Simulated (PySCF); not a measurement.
# NNdO3 (Nd(NO3)2+): the cost of one run

Program: PySCF 2.14.0. Level of theory: PBE, Nd lcecp-1-SVP with ECP49, O def2-SVP, N def2-SVP; scalar-relativistic core potentials, no spin–orbit coupling. These are calculated values, not measurements.

3 further runs of the same task are left out: 2 for a known fault of the program, 1 that didn't finish.

**1. The system as given**

5 atoms, charge 2, spin multiplicity 1.

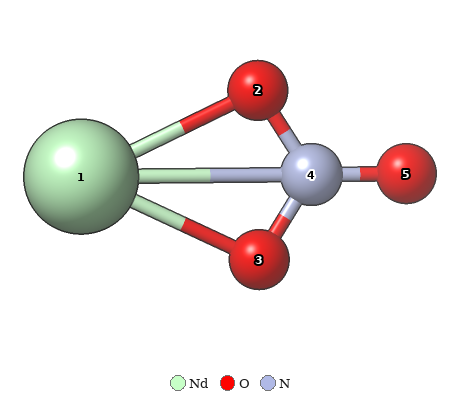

The starting geometry (neodymium light green, oxygen red, nitrogen light blue); atoms are numbered from 1 in the order of the file.

Geometry (Å):

```
Nd    0.0000    0.0000    0.0000
O     1.0800    0.0000    2.2796
O    -1.0800    0.0000    2.2796
N     0.0000    0.0000    2.9596
O     0.0000    0.0000    4.1796
```

Formal oxidation states: Nd +3. Each metal's 3 4f electrons lie in its core potential, so multiplicities, spins and levels count the valence alone.

**2. SCF at the start, singlet**

File run.py (the lines that set the calculation):

```python
mol = gto.M(atom='''
Nd     0.00000     0.00000     0.00000
O      1.08000     0.00000     2.27960
O     -1.08000     0.00000     2.27960
N      0.00000     0.00000     2.95960
O      0.00000     0.00000     4.17960''',
    basis={'Nd': 'lcecp-1-SVP', 'O': 'def2-SVP', 'N': 'def2-SVP'},
    ecp={'Nd': 'lcecp-1-SVP'},
    charge=2, spin=0)
mf = dft.RKS(mol, xc='PBE')
mf.grids.atom_grid = (50, 194)  # f atoms: unpruned, at least (60, 302)
mf = mf.density_fit()  # fitting sets: Nd AutoAux, O def2-universal-JKFIT, N def2-universal-JKFIT
mf.conv_tol = 1e-08; mf.max_cycle = 55
mf.kernel(dm0)  # dm0: free metal ions and neutral atoms
```

On the command line:

```bash
$ OMP_NUM_THREADS=2 python run.py
```

What time and memory should one allow on 2 threads of Intel Xeon Platinum 8488C (Sapphire Rapids), shared host?

About 4.1 s, with a peak of 0.43 GiB.
